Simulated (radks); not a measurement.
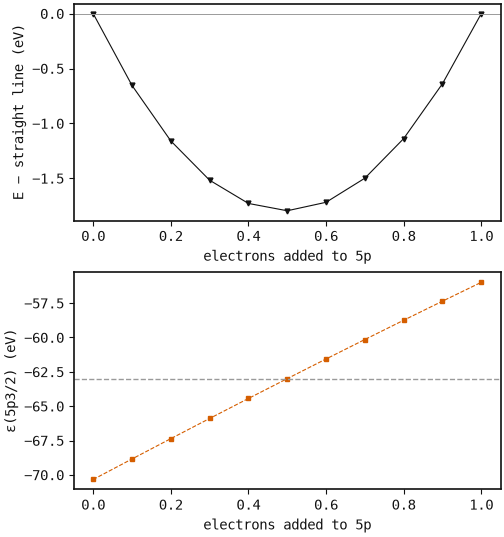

Computed with the in-house radial solver radks: Dirac Kohn-Sham, BLYP, spin-unpolarised, spherical densities, finite nucleus. The occupation of the 5p shell is varied from W³⁺ ([Kr] 4d10 4f14 5s2 5p5 5d4 (5p1/2: 2, 5p3/2: 3, 5d3/2: 4)) to W²⁺ ([Xe] 4f14 5d4 (5d3/2: 4)), with spherical fractional occupations. The plot shows the total energy less the straight line between the end points, and the eigenvalue of 5p3/2 (the dashed line is minus the energy to take the whole electron out).

What does the shape say about the method?

The curve is convex (below the straight line), with the largest deviation among the points computed, −1.80 eV, at 0.5. The end points differ by 63.0 eV, the energy to take the electron out. The eigenvalue, which is the slope of the energy (Janak's theorem), moves from −70.3 eV at 0 to −56.0 eV at 1; for a straight line it would stay constant, and a parabola would sag by an eighth of this change, scaled to a whole electron, 1.79 eV. Convexity is the mark of the delocalisation error, which puts fractional charges too low; for p, d and f shells the spherical spreading of the fraction adds to it. The shell lies under occupied ones, so the straight line is a guide here rather than an exact condition.
